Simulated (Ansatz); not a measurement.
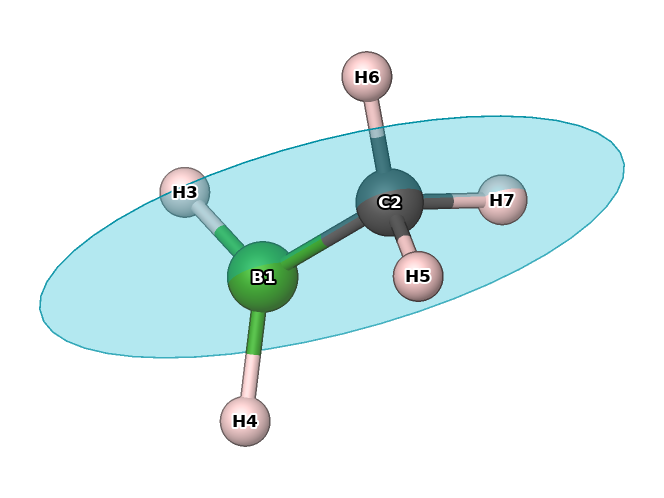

A disc through the centre of mass is drawn in. Distant atoms are faded towards the background colour. The geometry was computed by an optimisation with PBE0-D4/def2-TZVP.

> Is the plane of the disc a mirror plane of the structure?

Yes. The reflection leaves B1, C2, H7 in place and moves H3 ↔ H4; H5 ↔ H6. The point group is Cs.
